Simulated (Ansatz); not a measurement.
# Electron scattering at the Σ5 (310) boundary in bcc Nb, part 3 of 3

Wanted: what the Σ5 (310) boundary in bcc Nb costs an interconnect.

Ansatz 0.2.0; Ansatz plane-wave DFT, r2SCAN, PAW files; relaxation of a bicrystal slab with its lowest layers held; PAW set soft_1 (the session's first sound run).

So far. Step 3 (Transmission across the boundary): Over the solved energies the transmission per spin lies between 1.91 and 2.32, out of 4.23 channels of the lead on average (up to 4.68). Step 4 (Specific resistance): Averaged over the energies near the Fermi level, 49.6 % of the channels pass, which makes 0.536 fΩ m².

## (5) Single-crystal slab for reference

This step: Ansatz plane-wave DFT, r2SCAN, PAW files; relaxation of a single-crystal slab with its lowest layers held; PAW set soft_1 (Ansatz 0.2.0).

System of this step: Nb slab, plane (3, 1, 0). The cell holds 19 atoms: 19 Nb. Its edges and angles: a = 5.483 Å, b = 3.306 Å, c = 29.820 Å, α = 90.0°, β = 90.0°, γ = 72.5°. It derives from Nb. Vacuum lies along c.

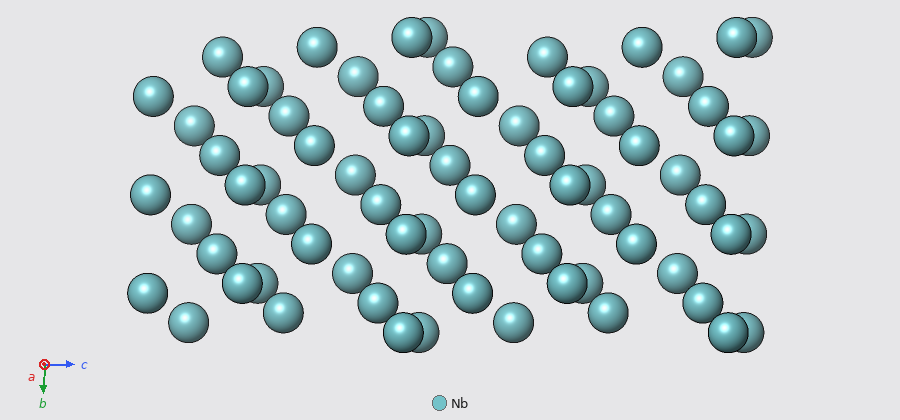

The cell of this step (niobium teal). 1×3×1 cells are drawn. Some periodic images of atoms are drawn too.

input.yaml

```yaml
crystal:
  lattice:
    - [5.4828782722, 0.0, 0.0]
    - [0.9968869586, 3.1524333588, 0.0]
    - [0.0, 0.0, 29.8197895304]
  atoms:
    - { symbol: Nb, position: [0.8000000002, 0.6000000002, 0.1676738863] }
    - { symbol: Nb, position: [0.2000000001, 0.9000000002, 0.2027359669] }
    - { symbol: Nb, position: [0.6000000001, 0.2000000002, 0.2377980474] }
    - { symbol: Nb, position: [1.0e-10, 0.5000000002, 0.272860128] }
    - { symbol: Nb, position: [0.4000000001, 0.8000000002, 0.3079222086] }
    - { symbol: Nb, position: [0.8000000001, 0.1000000002, 0.3429842891] }
    - { symbol: Nb, position: [0.2000000001, 0.4000000002, 0.3780463697] }
    - { symbol: Nb, position: [0.6000000001, 0.7000000001, 0.4131084502] }
    - { symbol: Nb, position: [1.0e-10, 1.0e-10, 0.4481705308] }
    - { symbol: Nb, position: [0.4000000001, 0.3000000001, 0.4832326114] }
    - { symbol: Nb, position: [0.8000000001, 0.6000000001, 0.5182946919] }
    - { symbol: Nb, position: [0.2000000001, 0.9000000001, 0.5533567725] }
    - { symbol: Nb, position: [0.6000000001, 0.2000000001, 0.588418853] }
    - { symbol: Nb, position: [0.0, 0.5000000001, 0.6234809336] }
    - { symbol: Nb, position: [0.4, 0.8000000001, 0.6585430142] }
    - { symbol: Nb, position: [0.8, 0.1, 0.6936050947] }
    - { symbol: Nb, position: [0.2, 0.4, 0.7286671753] }
    - { symbol: Nb, position: [0.6, 0.7, 0.7637292558] }
    - { symbol: Nb, position: [0.0, 0.0, 0.7987913364] }
kpoints:
  mp_grid: { grid: [7, 7, 1] }
hamiltonian:
  xc: r2scan
  pseudopotentials: { kind: paw, azcp: { folder: soft_1 } }
scf:
  occupations: { method: fermi_dirac, width: 0.1 }
relax:
  f_tol: 0.03
  max_steps: 80
  constraints: [{ sites: [0, 1, 2] }]
```

Run with:

```console
$ ansatz run input.yaml --threads 4 --pin off --max-ram 15360MiB --backend cpu --events-out ev --progress --plain --runs-dir out
```

Numbers of over 12 decimals in the logs are rounded to 6 here.

Log:

```text
Warning: crystal.symmetry: narrowed to the stabiliser of the relax constraints — unitary ops 4 → 2; lowered at sites 0, 1, 2, 16, 17, 18 (the operations that carried what is held of a site onto what its image site leaves free; the constrained walk keeps no symmetry that its constraints do not admit)
[...]
Crystal: 19 atoms, lattice volume = 515.417 Å³
Basis set: ecut = 500 eV, 12925 PW (Γ), exchange–correlation on 160×100×900 points (64 copies of the dense FFT grid, shifted against one another)
Bands: 149, of which v1, the nominal top of the filled ones, is band 124 counted from 1 (123 counted from 0)
Symmetry: 2 space group operations
k-points: 16 of 49 (time reversal used)
[...]
SCF iter   1: F=—  HF=-86719.229421 eV  |F-HF|=—  |Δ(HF+E_count)|=         —  Δρ=7.58e-2  dr2=5.16e2  dr2_τ=1.42e0  ethr=3.10e-3  ⟨swp⟩=9.6  Hψ=11807  notcnv=0
[...]
SCF iter  10: F=-86704.092398 eV  HF=-86704.092400 eV  |F-HF|=1.78e-6  |Δ(HF+E_count)|=   2.11e-6  Δρ=1.10e-5  dr2=3.74e-6  dr2_τ=1.01e-7  ethr=9.11e-9  ⟨swp⟩=4.1  Hψ=9451  notcnv=0
SCF 1 converged in 10 iterations: F = -86704.092398 eV  dr2 = 3.74e-6
[...]
relax step   1: F+E_penalty+E_count = -86704.09239837 eV  Δ(F+E_penalty+E_count) = +0.000e0 eV  max|allowed force component| = 1.778e0 eV/Å  Δτ_max = 0.0000 Å  (10 SCF iters, dr2 threshold 2.25e-5 eV, accepted)
[...]
SCF iter   1: F=—  HF=-86703.493619 eV  |F-HF|=—  |Δ(HF+E_count)|=         —  Δρ=9.14e-3  dr2=2.06e0  dr2_τ=3.82e0  ethr=7.01e-4  ⟨swp⟩=2.6  Hψ=9347  notcnv=0  defer=11
eigensolver tolerance schedule calibrated: the retry pair's looser diagonalisation under-reported the residual by θ = 0.16 (0.25/decade); ethr = c·dr2/N_el runs at the constant in force after the calibration composes with the one it found (an armed cap, an earlier calibration), c = 1.6e-2
[...]
SCF iter   2: F=—  HF=-86704.379510 eV  |F-HF|=—  |Δ(HF+E_count)|=   8.86e-1  Δρ=3.89e-3  dr2=4.43e-1  dr2_τ=2.57e-2  ethr=1.33e-4  ⟨swp⟩=4.4  Hψ=5409  notcnv=0  defer=12
[...]
SCF iter   6: F=-86704.366747 eV  HF=-86704.366807 eV  |F-HF|=6.05e-5  |Δ(HF+E_count)|=   4.23e-5  Δρ=6.34e-5  dr2=9.28e-5  dr2_τ=1.49e-6  ethr=6.45e-9  ⟨swp⟩=3.0  Hψ=9129  notcnv=0
SCF 2 converged in 6 iterations: F = -86704.366747 eV  dr2 = 9.28e-5
[...]
relax step   2: F+E_penalty+E_count = -86704.36674692 eV  Δ(F+E_penalty+E_count) = -2.743e-1 eV  max|allowed force component| = 2.227e-1 eV/Å  Δτ_max = 0.1992 Å  (6 SCF iters, dr2 threshold 1.00e-4 eV, accepted)
[...]
SCF iter   8: F=-86704.378983 eV  HF=-86704.378983 eV  |F-HF|=2.51e-7  |Δ(HF+E_count)|=   1.61e-7  Δρ=5.05e-6  dr2=4.43e-7  dr2_τ=1.92e-8  ethr=1.26e-9  ⟨swp⟩=5.1  Hψ=8312  notcnv=0
SCF 3 converged in 8 iterations: F = -86704.378983 eV  dr2 = 4.43e-7
relax step   3: F+E_penalty+E_count = -86704.37898278 eV  Δ(F+E_penalty+E_count) = -1.224e-2 eV  max|allowed force component| = 1.087e-1 eV/Å  Δτ_max = 0.0948 Å  (8 SCF iters, dr2 threshold 3.10e-6 eV, accepted)
[...]
relax step   4: F+E_penalty+E_count = -86704.38257765 eV  Δ(F+E_penalty+E_count) = -3.595e-3 eV  max|allowed force component| = 1.253e-1 eV/Å  Δτ_max = 0.0694 Å  (9 SCF iters, accepted)
[...]
relax step   5: F+E_penalty+E_count = -86704.38527487 eV  Δ(F+E_penalty+E_count) = -2.697e-3 eV  max|allowed force component| = 3.832e-2 eV/Å  Δτ_max = 0.0292 Å  (6 SCF iters, dr2 threshold 3.74e-6 eV, accepted)
[...]
relax step   6: F+E_penalty+E_count = -86704.38582373 eV  Δ(F+E_penalty+E_count) = -5.489e-4 eV  max|allowed force component| = 4.830e-2 eV/Å  Δτ_max = 0.0422 Å  (8 SCF iters, accepted)
SCF iter   1: F=—  HF=-86704.377331 eV  |F-HF|=—  |Δ(HF+E_count)|=         —  Δρ=4.62e-4  dr2=2.08e-2  dr2_τ=1.47e-2  ethr=3.64e-5  ⟨swp⟩=2.0  Hψ=3750  notcnv=0  defer=10
[...]
SCF iter   7: F=-86704.386058 eV  HF=-86704.386058 eV  |F-HF|=4.69e-9  |Δ(HF+E_count)|=   8.59e-9  Δρ=6.74e-7  dr2=6.60e-9  dr2_τ=2.91e-10  ethr=4.05e-11  ⟨swp⟩=4.6  Hψ=7310  notcnv=0
SCF 7 converged in 7 iterations: F = -86704.386058 eV  dr2 = 6.60e-9
relax step   7: F+E_penalty+E_count = -86704.38605834 eV  Δ(F+E_penalty+E_count) = -2.346e-4 eV  max|allowed force component| = 8.479e-3 eV/Å  Δτ_max = 0.0071 Å  (7 SCF iters, accepted)
[...]
SCF iter   2: F=-86704.386058 eV  HF=-86704.386058 eV  |F-HF|=2.76e-9  |Δ(HF+E_count)|=  3.93e-10  Δρ=4.52e-7  dr2=3.09e-9  dr2_τ=1.23e-10  ethr=2.68e-12  ⟨swp⟩=4.0  Hψ=5503  notcnv=0
SCF 8 converged in 2 iterations: F = -86704.386058 eV  dr2 = 3.09e-9
SCF converged after 2 iterations
Free energy (F): -86704.386058 eV
[...]
Internal energy: -86703.552151 eV  (E = F + TS)
E sigma→0 (E₀):  -86703.969105 eV
Entropy (-TS):   -0.833907 eV (-43.890 meV/atom)
Fermi energy:    10.710752 eV
[...]
--- Forces (eV/Å), atoms counted from 1 ---
  atom   1  Nb     0.13984601    -0.04422319     1.68872757
  atom   2  Nb    -0.49730907     0.15726294    -0.62274567
  atom   3  Nb     0.35144518    -0.11113672    -1.07196342
  atom   4  Nb    -0.00175947     0.00055639    -0.00545666
  atom   5  Nb    -0.00033370     0.00010553    -0.00093046
  atom   6  Nb     0.00193759    -0.00061272     0.00736934
  atom   7  Nb     0.00402042    -0.00127137     0.00658314
  atom   8  Nb     0.00103936    -0.00032867     0.00849257
  atom   9  Nb    -0.00063456     0.00020067     0.00219812
  atom  10  Nb    -0.00254238     0.00080397    -0.00265360
  atom  11  Nb     0.00080003    -0.00025299    -0.00229660
  atom  12  Nb    -0.00078693     0.00024885    -0.00242423
  atom  13  Nb    -0.00089029     0.00028154     0.00387043
  atom  14  Nb     0.00583403    -0.00184488    -0.00318838
  atom  15  Nb    -0.00505674     0.00159908    -0.00160916
  atom  16  Nb    -0.00021840     0.00006906    -0.00673244
  atom  17  Nb    -0.00046496     0.00014703     0.00391761
  atom  18  Nb     0.00689696    -0.00218101    -0.00547839
  atom  19  Nb    -0.00179681     0.00056820     0.00430280
  max |Σ_I F_I| component: 2.63e-5 eV/Å
--- Relaxed structure (7 steps of the walk, 7 accepted, 0 SCFs on fresh bases) ---
  F+E_penalty+E_count = -86704.38605834 eV   max|allowed force component| = 8.479e-3 eV/Å
  atoms:
    - { symbol: Nb, position: [0.800000, 0.600000, 0.167674] }
    - { symbol: Nb, position: [0.200000, 0.900000, 0.202736] }
    - { symbol: Nb, position: [0.600000, 0.200000, 0.237798] }
    - { symbol: Nb, position: [-0.00622678, 0.503113, 0.270907] }
    - { symbol: Nb, position: [0.390601, 0.804700, 0.307363] }
    - { symbol: Nb, position: [0.796667, 0.101667, 0.342265] }
    - { symbol: Nb, position: [0.197061, 0.401470, 0.377326] }
    - { symbol: Nb, position: [0.595438, 0.702281, 0.412102] }
    - { symbol: Nb, position: [-0.00505382, 0.00252691, 0.447030] }
    - { symbol: Nb, position: [0.393623, 0.303188, 0.482367] }
    - { symbol: Nb, position: [0.792469, 0.603765, 0.517406] }
    - { symbol: Nb, position: [0.193189, 0.903405, 0.552708] }
    - { symbol: Nb, position: [0.593417, 0.203291, 0.587492] }
    - { symbol: Nb, position: [-0.00423472, 0.502117, 0.622024] }
    - { symbol: Nb, position: [0.399772, 0.800114, 0.656973] }
    - { symbol: Nb, position: [0.800841, 0.099579, 0.693249] }
    - { symbol: Nb, position: [0.201934, 0.399033, 0.727839] }
    - { symbol: Nb, position: [0.619763, 0.690119, 0.763115] }
    - { symbol: Nb, position: [0.013479, -0.00673957, 0.789540] }
```

Run time: 3.9 min. Hardware: 4 threads of AMD EPYC 9R14 (Zen 4), shared host; peak memory 3.2 GiB.

The steps of the relaxation:

```
step  energy less that of the first step (eV)  largest force component (eV/Å)
   1                                   0.0000                          1.7782
   2                                  -0.2743                          0.2227
   3                                  -0.2866                          0.1087
   4                                  -0.2902                          0.1253
   5                                  -0.2929                          0.0383
   6                                  -0.2934                          0.0483
   7                                  -0.2937                          0.0085
```

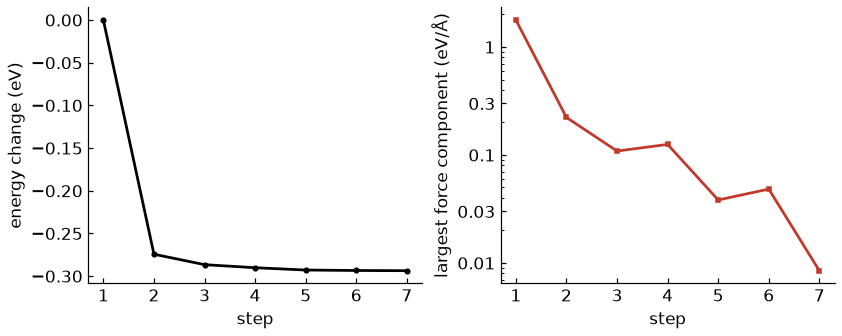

Energy and largest force along the relaxation.

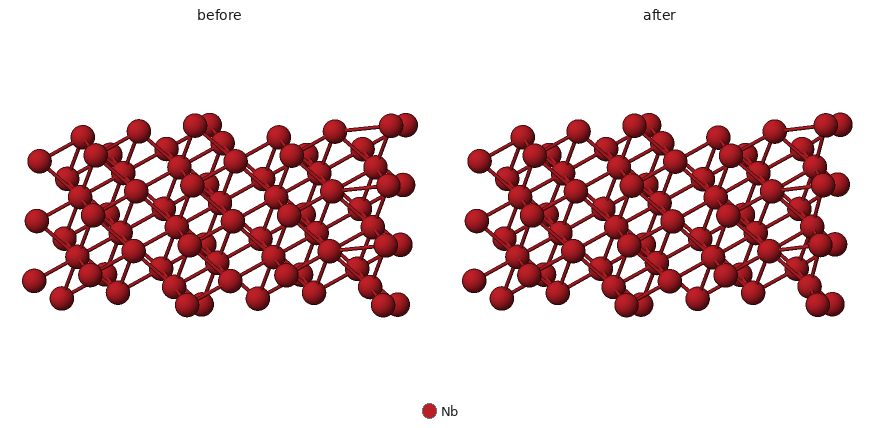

The structure before and after the relaxation, drawn at the same scale.

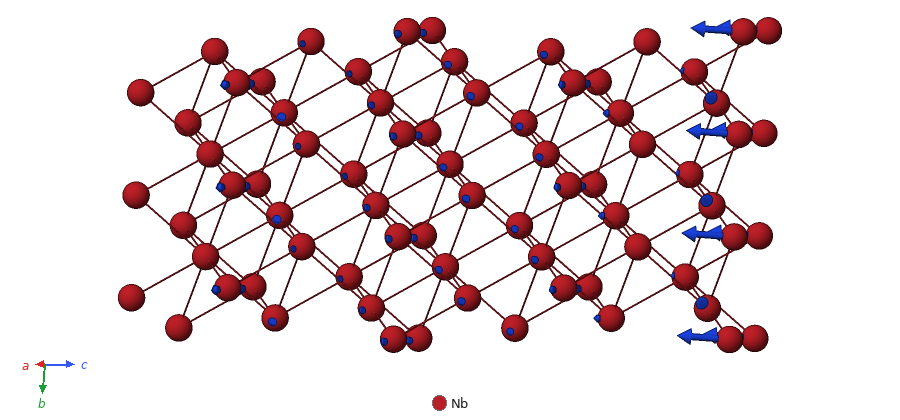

Displacements in the relaxation, exaggerated; the longest in the cell stands for 0.28 Å. 1×3×1 cells are drawn. Some periodic images of atoms are drawn too.

The atoms that moved most (Å):

| atom | dx | dy | dz | length |
| --- | --- | --- | --- | --- |
| Nb19 | 0.067 | -0.021 | -0.276 | 0.285 |
| Nb18 | 0.099 | -0.031 | -0.018 | 0.105 |
| Nb4 | -0.031 | 0.010 | -0.058 | 0.067 |
| Nb5 | -0.047 | 0.015 | -0.017 | 0.052 |
| Nb14 | -0.021 | 0.007 | -0.043 | 0.049 |
| Nb11 | -0.038 | 0.012 | -0.027 | 0.047 |
| Nb15 | -0.001 | 0.000 | -0.047 | 0.047 |
| Nb13 | -0.033 | 0.010 | -0.028 | 0.044 |

The relaxed structure:

```cif
data_structure
_symmetry_space_group_name_H-M 'P 1'
_symmetry_Int_Tables_number 1
_cell_length_a 5.4829
_cell_length_b 3.3063
_cell_length_c 29.8198
_cell_angle_alpha 90.000
_cell_angle_beta 90.000
_cell_angle_gamma 72.452
_cell_volume 515.42
loop_
_atom_site_label
_atom_site_type_symbol
_atom_site_fract_x
_atom_site_fract_y
_atom_site_fract_z
_atom_site_occupancy
Nb1 Nb 0.80000 0.60000 0.16767 1
Nb2 Nb 0.20000 0.90000 0.20274 1
Nb3 Nb 0.60000 0.20000 0.23780 1
Nb4 Nb 0.99377 0.50311 0.27091 1
Nb5 Nb 0.39060 0.80470 0.30736 1
Nb6 Nb 0.79667 0.10167 0.34227 1
Nb7 Nb 0.19706 0.40147 0.37733 1
Nb8 Nb 0.59544 0.70228 0.41210 1
Nb9 Nb 0.99495 0.00253 0.44703 1
Nb10 Nb 0.39362 0.30319 0.48237 1
Nb11 Nb 0.79247 0.60377 0.51741 1
Nb12 Nb 0.19319 0.90341 0.55271 1
Nb13 Nb 0.59342 0.20329 0.58749 1
Nb14 Nb 0.99577 0.50212 0.62202 1
Nb15 Nb 0.39977 0.80011 0.65697 1
Nb16 Nb 0.80084 0.09958 0.69325 1
Nb17 Nb 0.20193 0.39903 0.72784 1
Nb18 Nb 0.61976 0.69012 0.76312 1
Nb19 Nb 0.01348 0.99326 0.78954 1
```

This step gave:

- free energy: -86704.3861 eV
- energy at zero smearing: -86703.9691 eV
- Fermi energy: 10.71 eV

The largest force component on a free atom ends at 0.0085 eV/Å, under the tolerance of 0.03, after 7 steps.

## (6) Bulk reference

This step: Ansatz plane-wave DFT, r2SCAN, PAW files; bulk reference; PAW set soft_1 (Ansatz 0.2.0).

System of this step: Nb. It takes space group Im-3m (No. 229, cubic). The conventional cell has a = 3.306 Å, b = 3.306 Å, c = 3.306 Å, α = 90.00°, β = 90.00°, γ = 90.00°. Nearest to Nb lie 8 Nb at 2.86 Å.

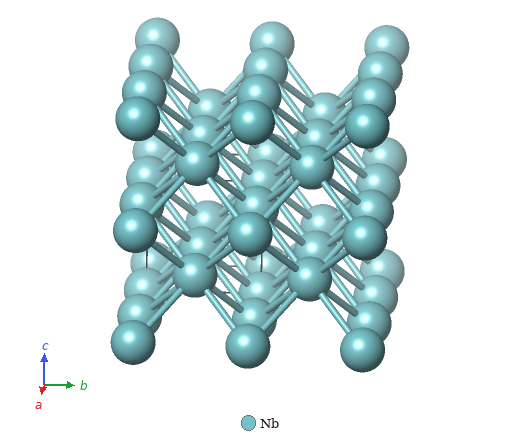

The cell of this step (niobium teal). 3×2×2 conventional cells are drawn. Some periodic images of atoms are drawn too.

input.yaml, the sections that differ from step 5:

```yaml
crystal:
  lattice:
    - [-1.65315, 1.65315, 1.65315]
    - [1.65315, -1.65315, 1.65315]
    - [1.65315, 1.65315, -1.65315]
  atoms:
    - { symbol: Nb, position: [0.0, 0.0, 0.0] }
kpoints:
  mp_grid: { grid: [18, 18, 18] }
# hamiltonian, scf: as in step 5
# relax: removed
```

Log:

```text
[...]
Crystal: 1 atoms, lattice volume = 18.072 Å³
Basis set: ecut = 500 eV, 459 PW (Γ), exchange–correlation on 96×96×96 points (64 copies of the dense FFT grid, shifted against one another)
Bands: 11, of which v1, the nominal top of the filled ones, is band 7 counted from 1 (6 counted from 0)
Symmetry: 48 space group operations
[...]
k-points: 195 of 5832
[...]
SCF iter   1: F=—  HF=-4564.021697 eV  |F-HF|=—  |Δ(HF+E_count)|=         —  Δρ=7.68e-2  dr2=1.25e0  dr2_τ=1.86e-2  ethr=3.10e-3  ⟨swp⟩=5.0  Hψ=12330  notcnv=0
[...]
SCF iter   6: F=-4563.680601 eV  HF=-4563.680601 eV  |F-HF|=7.23e-9  |Δ(HF+E_count)|=   2.63e-7  Δρ=1.40e-5  dr2=1.73e-8  dr2_τ=1.65e-9  ethr=7.69e-10  ⟨swp⟩=3.0  Hψ=4915  notcnv=0
SCF 1 converged in 6 iterations: F = -4563.680601 eV  dr2 = 1.73e-8
[...]
SCF converged after 6 iterations
Free energy (F): -4563.680601 eV
[...]
Internal energy: -4563.634526 eV  (E = F + TS)
E sigma→0 (E₀):  -4563.657563 eV
Entropy (-TS):   -0.046075 eV (-46.075 meV/atom)
Fermi energy:    17.691632 eV
[...]
```

Elapsed: 0.74 s, on 4 threads; peak memory 0.4 GiB.

This step gave:

| Quantity | Value |
| --- | --- |
| free energy | -4563.6806 eV |
| energy at zero smearing | -4563.6576 eV |
| Fermi energy | 17.69 eV |

## (7) Boundary energy

This step: Ansatz plane-wave DFT, r2SCAN, PAW files; bicrystal less single-crystal slab less bulk atoms, a boundary area; PAW set soft_1 (Ansatz 0.2.0).

Numbers from this step:

```
excess energy of the cell : 1.269 eV
boundary energy           : 1.176 J/m²
```

The boundary costs 1.2 J/m².

By hand: 1.27 eV / 17.28 Å² × 16.02 = 1.18 J/m².

## (8) Summary of results

```
specific resistance of the boundary : 0.536 fΩ m²
share of channels that pass         : 0.496
boundary energy                     : 1.18 J/m²
```

What this shows: The boundary has a specific resistance of 0.54 fΩ m² and an energy of 1.2 J/m². The boundary reflects 50 % of the channels; 0.54 fΩ m² is 5.4×10⁻¹² Ω·cm². One starting structure was relaxed; another shift or atom count at the boundary may lie lower.

[Logs are printed without paths, hosts, clocks, repeated set-up lines and the standing remarks that a program may print on its own settings, such as how far it seeks lower states.]

[Hosts, paths, dates, database ids (printed as entryN), source tags and the programs' standing remarks are cut or masked in the printed files.]
